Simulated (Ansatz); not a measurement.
# Bi (R-3m, 2 atoms in the cell): modes against uniaxial strain along c

Wanted: the shifts of the zone-centre modes of Bi (R-3m, 2 atoms in the cell) with strain.

Program: Ansatz 0.2.0. Level of theory: DFT PBEsol, scalar-relativistic, plane waves, PAW; PAW set soft_1. Results are calculated unless marked as measured.

The database entry behind the starting cell lists a temperature near 78 K, so it need not match the best structure at ambient conditions.

### 1. The starting structure

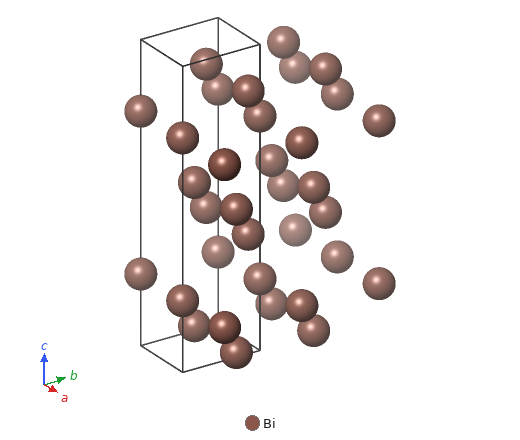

The starting structure, seen slightly off an axis (bismuth brown). 2×2×1 cells are drawn. This picture shows the conventional cell, with its axes. Some periodic images of atoms are drawn too.

Coordinates:

```cif
data_structure
_symmetry_space_group_name_H-M 'R-3m:H'
_symmetry_Int_Tables_number 166
_cell_length_a 4.5350
_cell_length_b 4.5350
_cell_length_c 11.8140
_cell_angle_alpha 90.000
_cell_angle_beta 90.000
_cell_angle_gamma 120.000
_cell_volume 210.42
loop_
_atom_site_label
_atom_site_type_symbol
_atom_site_symmetry_multiplicity
_atom_site_Wyckoff_symbol
_atom_site_fract_x
_atom_site_fract_y
_atom_site_fract_z
_atom_site_occupancy
Bi1 Bi 6 c 0.33333 0.66667 0.90067 1
```

### 2. Bringing the structure to rest

Harmonic phonons are second derivatives at a point where the forces vanish, and they are wanted at zero stress, so atoms and cell are relaxed first.

input.yaml

```yaml
crystal:
  lattice:
    - [2.2675, 1.3091417354, 3.938]
    - [-2.2675, 1.3091417354, 3.938]
    - [0.0, -2.6182834708, 3.938]
  atoms:
    - { symbol: Bi, position: [0.234, 0.234, 0.234] }
    - { symbol: Bi, position: [0.766, 0.766, 0.766] }
kpoints:
  mp_grid: { grid: [12, 12, 12] }
hamiltonian:
  xc: pbesol
  pseudopotentials: { kind: paw, azcp: { folder: soft_1 }, xc_functional: pbe }
scf:
  occupations: { method: gaussian, width: 0.1 }
output:
  forces: true
  stress: true
  eigenvalues: true
relax:
  adjacent_minimum: "off"
  f_tol: 0.005
  max_steps: 80
  cell: { stress_tol: 0.05 }
```

Command:

```bash
$ ansatz run input.yaml --threads 4 --pin off --max-ram 10240MiB --backend cpu --events-out ev --progress --plain --runs-dir out
```

Numbers of over 12 decimals in the logs are rounded to 6 here.

Output:

```text
Engine: ansatz 0.2.0, aarch64-unknown-linux-gnu
Pseudopotentials: kind: paw
Pseudopotential: Bi, paw, valence charge 15, recommended cutoff 420 eV (normal), soft_1/Bi.paw.azcp
Functional definition: PBEsol
  exchange = pbesol_x
  correlation = pbesol_c
Crystal: 2 atoms, lattice volume = 70.139 Å³
Basis set: ecut = 420 eV, 1369 PW (Γ), exchange–correlation on 64×64×64 points (8 copies of the dense FFT grid, shifted against one another)
Bands: 19, of which v1, the nominal top of the filled ones, is band 15 counted from 1 (14 counted from 0)
Symmetry: 12 space group operations
Space group: R-3m (ITA 166), of the structure as read, at distance tolerance 4.1e-5 Å
k-points: 189 of 1728
Non-local potential: Bi, projectors of the file, l = 0: 2, l = 1: 2, l = 2: 2, l = 3: 1
PAW form: soft (Blöchl's): semilocal exchange-correlation on the pseudo side does not see the compensation charge
PAW frozen core: Bi, regenerated for the run's functional, and the local potential with it (the file was generated under x = pbe(κ = 0.804, μ = 0.219515), c = pbe(β = 0.066725))
PAW one-centre angular grid: Bi, 590 points (default); XC on 64 Gauss nodes
Initial density: superposition of atomic densities (chi_scale 0.1, normalization cell)
Initial wavefunctions: pseudopotential atomic-orbital guess
Functional: x = pbesol(κ = 0.804, μ = 0.123457), c = pbesol(β = 0.046)
SCF iter   1: F=—  HF=-24488.940238 eV  |F-HF|=—  |Δ(HF+E_count)|=         —  Δρ=1.15e-2  dr2=7.73e-2  ethr=3.10e-3  ⟨swp⟩=6.0  Hψ=18109  notcnv=0
preconditioner: auto → Kerker (q_TF=auto, 2.368 Å⁻¹)  [metal: Δε(μ)=0.041 eV  Ē_g=20.185 eV  σ=0.100 eV  W_gap=0.23  n_scr=14 (ndim 8)  ℏωp=24.3 eV  f_vac=0.000  D(μ)=0.23/eV (n_scr^D=0)]
SCF iter   2: F=—  HF=-24488.931059 eV  |F-HF|=—  |Δ(HF+E_count)|=   9.18e-3  Δρ=7.40e-3  dr2=3.37e-2  ethr=2.58e-4  ⟨swp⟩=1.0  Hψ=5103  notcnv=0
SCF iter   3: F=—  HF=-24488.926781 eV  |F-HF|=—  |Δ(HF+E_count)|=   4.28e-3  Δρ=8.94e-4  dr2=8.54e-4  ethr=1.12e-4  ⟨swp⟩=2.0  Hψ=6429  notcnv=0
SCF iter   4: F=—  HF=-24488.926719 eV  |F-HF|=—  |Δ(HF+E_count)|=   6.27e-5  Δρ=3.86e-4  dr2=1.31e-4  ethr=2.85e-6  ⟨swp⟩=2.0  Hψ=6428  notcnv=0
SCF iter   5: F=—  HF=-24488.926700 eV  |F-HF|=—  |Δ(HF+E_count)|=   1.88e-5  Δρ=1.37e-4  dr2=2.56e-5  ethr=4.36e-7  ⟨swp⟩=2.0  Hψ=5943  notcnv=0
SCF iter   6: F=—  HF=-24488.926701 eV  |F-HF|=—  |Δ(HF+E_count)|=   1.03e-6  Δρ=2.72e-5  dr2=8.40e-7  ethr=8.53e-8  ⟨swp⟩=2.0  Hψ=4554  notcnv=0
SCF iter   7: F=-24488.926701 eV  HF=-24488.926701 eV  |F-HF|=1.08e-8  |Δ(HF+E_count)|=   2.34e-7  Δρ=5.82e-6  dr2=5.02e-8  ethr=3.33e-10  ⟨swp⟩=6.1  Hψ=17365  notcnv=0
SCF 1 converged in 7 iterations: F = -24488.926701 eV  dr2 = 5.02e-8
  greatest PAW one-centre occupation: 0.988 electrons in one spin orbital (limit 2), on the Bi atom at site 1 (counted from 0), in its partial waves of l = 2
relax step   1: F+E_penalty+E_count = -24488.92670101 eV  Δ(F+E_penalty+E_count) = +0.000e0 eV  max|allowed force component| = 1.576e-1 eV/Å  Δτ_max = 0.0000 Å  P = -0.217 GPa  Ω = 70.139 Å³  (7 SCF iters, dr2 threshold 1.00e-7 eV, accepted)
Crystal: 2 atoms, lattice volume = 69.388 Å³
Basis set: ecut = 420 eV, 1333 PW (Γ), exchange–correlation on 64×64×64 points (8 copies of the dense FFT grid, shifted against one another)
Initial density: handed on by an earlier stage of this run
Initial wavefunctions: those handed on with the density
iter 1 solved again at ethr=1.71e-6 eV; its pass at ethr=3.10e-3 eV (dr2=5.13e-4 eV) is discarded
SCF iter   1: F=—  HF=-24488.931024 eV  |F-HF|=—  |Δ(HF+E_count)|=         —  Δρ=9.35e-4  dr2=5.04e-4  ethr=1.71e-6  ⟨swp⟩=2.2  Hψ=22733  notcnv=0
preconditioner: auto → Kerker (q_TF=auto, 2.372 Å⁻¹)  [metal: Δε(μ)=0.057 eV  Ē_g=20.300 eV  σ=0.100 eV  W_gap=0.31  n_scr=14 (ndim 8)  ℏωp=24.4 eV  f_vac=0.000  D(μ)=0.27/eV (n_scr^D=0)]
SCF iter   2: F=—  HF=-24488.930949 eV  |F-HF|=—  |Δ(HF+E_count)|=   7.50e-5  Δρ=5.62e-4  dr2=1.86e-4  ethr=1.68e-6  ⟨swp⟩=1.0  Hψ=3591  notcnv=0
SCF iter   3: F=—  HF=-24488.930918 eV  |F-HF|=—  |Δ(HF+E_count)|=   3.11e-5  Δρ=7.51e-5  dr2=4.99e-6  ethr=6.20e-7  ⟨swp⟩=3.0  Hψ=6434  notcnv=0
SCF iter   4: F=—  HF=-24488.930918 eV  |F-HF|=—  |Δ(HF+E_count)|=   1.81e-7  Δρ=2.08e-5  dr2=5.27e-7  ethr=1.66e-8  ⟨swp⟩=2.7  Hψ=5732  notcnv=0
SCF iter   5: F=-24488.930918 eV  HF=-24488.930918 eV  |F-HF|=1.11e-9  |Δ(HF+E_count)|=   2.73e-8  Δρ=7.26e-6  dr2=7.70e-8  ethr=6.67e-10  ⟨swp⟩=5.0  Hψ=14492  notcnv=0
SCF 2 converged in 5 iterations: F = -24488.930918 eV  dr2 = 7.70e-8
relax step   2: F+E_penalty+E_count = -24488.93091823 eV  Δ(F+E_penalty+E_count) = -4.217e-3 eV  max|allowed force component| = 4.042e-2 eV/Å  Δτ_max = 0.0295 Å  P = -0.248 GPa  Ω = 69.388 Å³  energy of the carried Pulay correction = +5.090e-5 eV  (5 SCF iters, dr2 threshold 2.00e-7 eV, accepted)
Crystal: 2 atoms, lattice volume = 68.988 Å³
iter 1 solved again at ethr=2.93e-7 eV; its pass at ethr=3.10e-3 eV (dr2=8.80e-5 eV) is discarded
SCF iter   1: F=—  HF=-24488.931974 eV  |F-HF|=—  |Δ(HF+E_count)|=         —  Δρ=1.69e-4  dr2=2.64e-5  ethr=2.93e-7  ⟨swp⟩=3.8  Hψ=23524  notcnv=0
preconditioner: auto → Kerker (q_TF=auto, 2.375 Å⁻¹)  [metal: Δε(μ)=0.070 eV  Ē_g=20.332 eV  σ=0.100 eV  W_gap=0.37  n_scr=14 (ndim 8)  ℏωp=24.5 eV  f_vac=0.000  D(μ)=0.26/eV (n_scr^D=0)]
SCF iter   2: F=—  HF=-24488.931972 eV  |F-HF|=—  |Δ(HF+E_count)|=   1.28e-6  Δρ=1.14e-4  dr2=1.37e-5  ethr=8.82e-8  ⟨swp⟩=1.0  Hψ=3591  notcnv=0
SCF iter   3: F=—  HF=-24488.931970 eV  |F-HF|=—  |Δ(HF+E_count)|=   2.59e-6  Δρ=1.94e-5  dr2=4.31e-7  ethr=4.56e-8  ⟨swp⟩=2.0  Hψ=4147  notcnv=0
SCF iter   4: F=-24488.931970 eV  HF=-24488.931970 eV  |F-HF|=1.23e-8  |Δ(HF+E_count)|=   9.35e-8  Δρ=5.43e-6  dr2=2.48e-8  ethr=6.67e-10  ⟨swp⟩=5.3  Hψ=14915  notcnv=0
SCF 3 converged in 4 iterations: F = -24488.931970 eV  dr2 = 2.48e-8
relax step   3: F+E_penalty+E_count = -24488.93197000 eV  Δ(F+E_penalty+E_count) = -1.052e-3 eV  max|allowed force component| = 1.059e-2 eV/Å  Δτ_max = 0.0022 Å  P = +0.055 GPa  Ω = 68.988 Å³  energy of the carried Pulay correction = +7.819e-5 eV  (4 SCF iters, dr2 threshold 2.00e-7 eV, accepted)
[...]
relax step   4: F+E_penalty+E_count = -24488.93239711 eV  Δ(F+E_penalty+E_count) = -4.271e-4 eV  max|allowed force component| = 1.459e-2 eV/Å  Δτ_max = 0.0016 Å  P = +0.024 GPa  Ω = 68.945 Å³  energy of the carried Pulay correction = +8.115e-5 eV  (4 SCF iters, dr2 threshold 5.59e-8 eV, accepted)
[...]
relax step   5: F+E_penalty+E_count = -24488.93246560 eV  Δ(F+E_penalty+E_count) = -6.849e-5 eV  max|allowed force component| = 1.543e-3 eV/Å  Δτ_max = 0.0032 Å  P = -0.001 GPa  Ω = 68.886 Å³  energy of the carried Pulay correction = +8.517e-5 eV  (5 SCF iters, dr2 threshold 1.33e-8 eV, accepted)
Initial wavefunctions: pseudopotential atomic-orbital guess (no wavefunctions were taken with the density)
iter 1 solved again at ethr=1.83e-7 eV; its pass at ethr=3.10e-3 eV (dr2=5.49e-5 eV) is discarded
SCF iter   1: F=—  HF=-24488.932385 eV  |F-HF|=—  |Δ(HF+E_count)|=         —  Δρ=1.34e-5  dr2=2.36e-8  ethr=1.83e-7  ⟨swp⟩=3.6  Hψ=29437  notcnv=0
eigensolver tolerance schedule: the retry pair's looser diagonalisation over-reported the residual by 2324.15 of it (diagonalisation noise at 0.16 of the residual, at the tolerance the schedule requests for it); recorded, not acted on — ethr = c·dr2/N_el stays at c = 1.0e-1
preconditioner: auto → Kerker (q_TF=auto, 2.375 Å⁻¹)  [metal: Δε(μ)=0.080 eV  Ē_g=20.335 eV  σ=0.100 eV  W_gap=0.40  n_scr=14 (ndim 8)  ℏωp=24.5 eV  f_vac=0.000  D(μ)=0.25/eV (n_scr^D=0)]
SCF iter   2: F=—  HF=-24488.932382 eV  |F-HF|=—  |Δ(HF+E_count)|=   2.47e-6  Δρ=7.02e-6  dr2=6.46e-9  ethr=7.86e-11  ⟨swp⟩=2.1  Hψ=6371  notcnv=0
SCF iter   3: F=—  HF=-24488.932382 eV  |F-HF|=—  |Δ(HF+E_count)|=   6.17e-9  Δρ=1.08e-6  dr2=3.77e-10  ethr=2.15e-11  ⟨swp⟩=3.0  Hψ=6690  notcnv=0
SCF iter   4: F=—  HF=-24488.932382 eV  |F-HF|=—  |Δ(HF+E_count)|=  1.89e-10  Δρ=1.82e-7  dr2=4.45e-11  ethr=1.26e-12  ⟨swp⟩=2.0  Hψ=4538  notcnv=0
SCF iter   5: F=-24488.932382 eV  HF=-24488.932382 eV  |F-HF|=1.46e-11  |Δ(HF+E_count)|=  1.82e-11  Δρ=5.37e-8  dr2=2.90e-12  ethr=1.00e-12  ⟨swp⟩=6.1  Hψ=14989  notcnv=0
SCF 6 converged in 5 iterations: F = -24488.932382 eV  dr2 = 2.90e-12
relax step   6: F+E_penalty+E_count = -24488.93238224 eV  Δ(F+E_penalty+E_count) = +8.336e-5 eV  max|allowed force component| = 1.541e-3 eV/Å  Δτ_max = 0.0000 Å  P = -0.001 GPa  Ω = 68.886 Å³  stress off target by 1.40e-2 GPa  SCF on the basis re-selected at this cell (its energy is not comparable with the rows above)  (5 SCF iters)
basis re-selected at this cell: Δ(F+E_penalty+E_count) = +8.336e-5 eV, ΔP = -0.000 GPa vs the last step (what re-selecting the basis moved, of the pressure what is left beyond the Pulay correction that the steps carried, after the strain that the cell walked since its last selection, with what the two solves' SCF thresholds leave and, on support functions, any second-order correction that the steps lacked; it is no m [...]
SCF converged after 5 iterations
Free energy (F): -24488.932382 eV
Harris-Foulkes:  -24488.932382 eV  (|F-HF|=1.46e-11)
Internal energy: -24488.931156 eV  (E = F + TS)
E sigma→0 (E₀):  -24488.931769 eV
Entropy (-TS):   -0.001226 eV (-0.613 meV/atom)
Fermi energy:    9.874881 eV
--- Per-component energies (eV) ---
  E_band       = -212.251177
  E_kinetic    = 508.771207
  E_local      = -2678.402868  (includes V_loc(G=0)·N_el)
  E_nonlocal   = 820.632811
  E_hartree    = 995.081583
  E_xc         = -300.608018
  E_vxc        = -261.637892  (∫ρ·V_xc dr)
  E_paw        = -21019.205544  (= ΣΔE_a)
  E_vpaw       = -591.778035  (= ΣTr[D̂ρ^β])
  E_aug_tail   = 0.000411  (compensation charges beyond the density's cutoff)
  E_ewald      = -2815.380327
  E_core_change = 0.179589  (= ΣΔE_core)
  E_smearing   = -0.001226  (= −TS)
  E_closure    = 0.000000  (closes the sum)
  Σ components = -24488.932382   (vs F -24488.932382, Δ=0.00e0)
--- Forces (eV/Å), atoms counted from 1 ---
  atom   1  Bi     0.00000000     0.00000000    -0.00154129
  atom   2  Bi    -0.00000000    -0.00000000     0.00154129
  max |Σ_I F_I| component: 1.85e-17 eV/Å
--- Stress (GPa, compression-positive) ---
        0.005243       0.000000      -0.000000
        0.000000       0.005243       0.000000
       -0.000000       0.000000      -0.014015
  P = ⅓ Tr σ = -0.0012 GPa (-0.012 kbar)
--- Band table (eV; the first three rows and the last of 189) ---
  k-point 0: bands = [... 11 lower, 2.4710, 8.3714, 8.6448, 8.6448, 12.6145, 12.9304, 12.9304, 15.3767]
  k-point 1: bands = [... 11 lower, 2.3077, 8.4066, 8.6468, 8.6577, 12.4565, 12.5867, 12.7386, 15.0804]
  k-point 2: bands = [... 11 lower, 1.8595, 8.4757, 8.6585, 8.7166, 11.7804, 12.1399, 12.2655, 14.8454]
  k-point 188: bands = [... 11 lower, -0.2645, 9.0347, 9.3511, 9.3511, 10.4138, 10.4138, 10.4557, 17.0938]
--- Relaxed structure (5 steps of the walk, 5 accepted, 1 SCFs on fresh bases) ---
  F+E_penalty+E_count = -24488.93238224 eV   max|allowed force component| = 1.541e-3 eV/Å   (the final SCF, on the basis selected at the relaxed cell)
  cell:  # Å, volume = 68.8859 Å³
    - [2.262524, 1.306269, 3.884665]
    - [-2.262524, 1.306269, 3.884665]
    - [0, -2.612538, 3.884665]
  atoms:
    - { symbol: Bi, position: [0.236718, 0.236718, 0.236718] }
    - { symbol: Bi, position: [0.763282, 0.763282, 0.763282] }
```

Elapsed: 19 s, on 4 threads of Arm Neoverse V1, shared host; peak memory 0.51 GiB.

Step by step:

| step | energy less that of the first step (eV) | largest force component (eV/Å) | pressure (GPa) | volume (Å³) |
| --- | --- | --- | --- | --- |
| 1 | 0.0000 | 0.1576 | -0.22 | 70.14 |
| 2 | -0.0042 | 0.0404 | -0.25 | 69.39 |
| 3 | -0.0053 | 0.0106 | 0.05 | 68.99 |
| 4 | -0.0057 | 0.0146 | 0.02 | 68.94 |
| 5 | -0.0058 | 0.0015 | 0.00 | 68.89 |
| 6* | -0.0057 | 0.0015 | 0.00 | 68.89 |

Relaxation steps marked * repeat the geometry before them on a plane-wave basis chosen anew for their cell, so energy and pressure can jump there.

The run keeps the 12 symmetry operations that it works with, so distortions that break them were not tested.

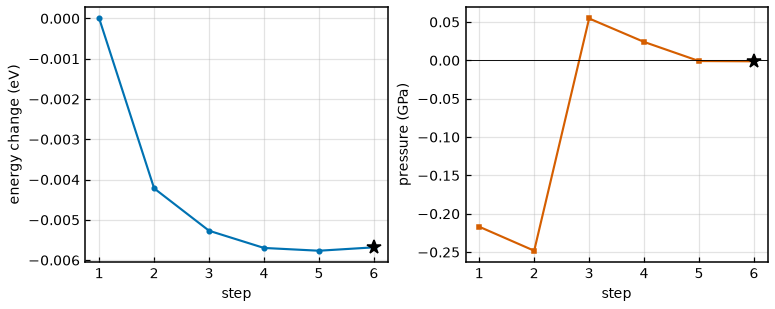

Energy and pressure along the relaxation. Stars mark steps on a basis chosen anew.

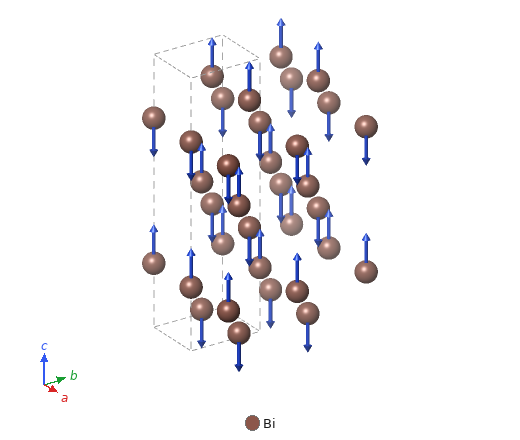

Displacements in the relaxation, exaggerated, measured against the changing cell; the longest in the cell stands for 0.03 Å. 2×2×1 conventional cells are drawn. Some periodic images of atoms are drawn too.

| conventional cell, symmetrised | before | after | change |
| --- | --- | --- | --- |
| a (Å) | 4.535 | 4.525 | -0.2 % |
| b (Å) | 4.535 | 4.525 | -0.2 % |
| c (Å) | 11.814 | 11.654 | -1.4 % |
| volume (Å³/atom) | 35.07 | 34.44 | -1.8 % |

The atoms that moved most (Å, as changes of fractional coordinates times the final cell):

| atom | dx | dy | dz | length |
| --- | --- | --- | --- | --- |
| Bi1 | 0.000 | 0.000 | 0.032 | 0.032 |
| Bi2 | 0.000 | 0.000 | -0.032 | 0.032 |

Final coordinates:

```xyz
2
Lattice="2.2625 1.3063 3.8847 -2.2625 1.3063 3.8847 0.0000 -2.6125 3.8847" Properties=species:S:1:pos:R:3 pbc="T T T"
Bi    0.0000    0.0000    2.7587
Bi    0.0000    0.0000    8.8953
```

Numbers from this step:

- pressure: -0.001177 GPa
- volume per atom: 34.44 Å³
- gap on the k-mesh: 0 eV

In this step the volume went from 35.07 to 34.44 Å³/atom.

### 3. Tight relaxation

Phonons need small forces and stress, so the relaxation is finished with tight tolerances on 12×12×12 k points.

input.yaml, the sections that differ from step 2:

```yaml
crystal:
  lattice:
    - [2.2625239534, 1.3062688136, 3.8846650256]
    - [-2.2625239534, 1.3062688136, 3.8846650256]
    - [0.0, -2.6125376271, 3.8846650256]
  atoms:
    - { symbol: Bi, position: [0.2367176603, 0.2367176603, 0.2367176603] }
    - { symbol: Bi, position: [0.7632823397, 0.7632823397, 0.7632823397] }
scf:
  occupations: { method: methfessel_paxton, width: 0.2 }
relax:
  adjacent_minimum: "off"
  f_tol: 0.001
  max_steps: 60
  cell: { stress_tol: 0.01 }
# kpoints, hamiltonian, output: as in step 2
```

Output:

```text
[...]
Crystal: 2 atoms, lattice volume = 68.886 Å³
Basis set: ecut = 420 eV, 1333 PW (Γ), exchange–correlation on 64×64×64 points (8 copies of the dense FFT grid, shifted against one another)
Bands: 19, of which v1, the nominal top of the filled ones, is band 15 counted from 1 (14 counted from 0)
Symmetry: 12 space group operations
[...]
k-points: 189 of 1728
[...]
k-point 188: bands = [... 11 lower, -0.2621, 9.0307, 9.3480, 9.3480, 10.4134, 10.4134, 10.4560, 17.0925]
--- Relaxed structure (3 steps of the walk, 3 accepted, 1 SCFs on fresh bases) ---
[...]
cell:  # Å, volume = 68.8876 Å³
    - [2.262771, 1.306412, 3.883908]
    - [-2.262771, 1.306412, 3.883908]
    - [0, -2.612823, 3.883908]
  atoms:
    - { symbol: Bi, position: [0.236679, 0.236679, 0.236679] }
    - { symbol: Bi, position: [0.763321, 0.763321, 0.763321] }
[key lines of the parts left out:]
SCF converged after 5 iterations
Free energy (F): -24488.931452 eV
Fermi energy:    9.872618 eV
P = ⅓ Tr σ = 0.0003 GPa (0.003 kbar)
```

It took 13 s on 4 threads; peak memory 0.51 GiB; 50 s of CPU time.

Little changed from the start: no atom moved by 0.005 Å and no cell edge by 0.1 %.

This step gave:

- pressure: 3.46e-4 GPa

The largest force component left is 0.012 meV/Å and the pressure is 0.000 GPa, within the tolerances set. The cell now holds 34.44 Å³/atom.

(Continued in part 2 of 2.)

[Logs are printed without paths, hosts, clocks, repeated set-up lines and the standing remarks that a program may print on its own settings, such as how far it seeks lower states.]

[Hosts, paths, dates, database ids (printed as entryN), source tags and the programs' standing remarks are cut or masked in the printed files.]
